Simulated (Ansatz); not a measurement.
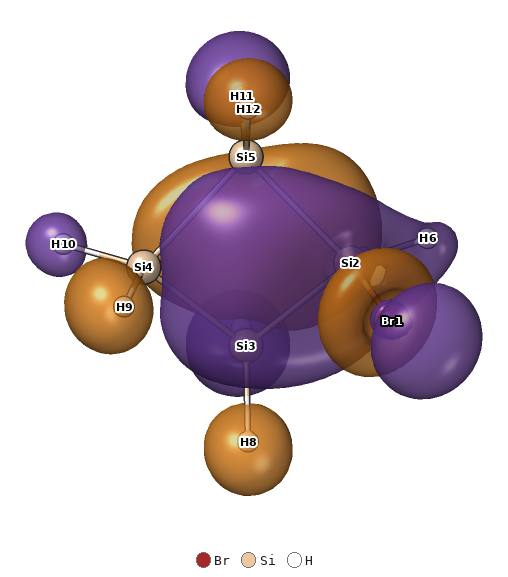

*BrH$_{7}$Si$_{4}$ (SMILES Br[SiH]1[SiH2][SiH2][SiH2]1). One frontier orbital at ±0.08 Å⁻³ᐟ² (orange and purple are the two phases), seen at a tilt.*

Not at a stationary point (largest force 1.4 eV/Å).

The calculation used SCF r2SCAN, Gaussian basis in Ansatz.

```json
{"atom": "Br", "x (Å)": "2.1601", "y (Å)": "-2.0742", "z (Å)": "0.9353"}
{"atom": "Si", "x (Å)": "0.9234", "y (Å)": "-1.1111", "z (Å)": "-0.6124"}
{"atom": "Si", "x (Å)": "-1.2750", "y (Å)": "-0.9750", "z (Å)": "-0.0238"}
{"atom": "Si", "x (Å)": "-0.7628", "y (Å)": "1.0208", "z (Å)": "0.9703"}
{"atom": "Si", "x (Å)": "0.9854", "y (Å)": "1.1651", "z (Å)": "-0.4982"}
{"atom": "H", "x (Å)": "1.1822", "y (Å)": "-1.6838", "z (Å)": "-1.9627"}
{"atom": "H", "x (Å)": "-2.1742", "y (Å)": "-0.8061", "z (Å)": "-1.1993"}
{"atom": "H", "x (Å)": "-1.7499", "y (Å)": "-2.0304", "z (Å)": "0.9136"}
{"atom": "H", "x (Å)": "-0.3171", "y (Å)": "0.8629", "z (Å)": "2.3812"}
{"atom": "H", "x (Å)": "-1.7985", "y (Å)": "2.0767", "z (Å)": "0.7988"}
{"atom": "H", "x (Å)": "0.5939", "y (Å)": "1.8147", "z (Å)": "-1.7803"}
{"atom": "H", "x (Å)": "2.2327", "y (Å)": "1.7402", "z (Å)": "0.0777"}
```

**Which orbital is it: HOMO or LUMO?**

The LUMO, at −2.33 eV. It lies mainly on Si2 (about 20 %), Si3 (about 15 %), Si5 (about 15 %), Br1 (about 15 %) and Si4 (about 10 %).
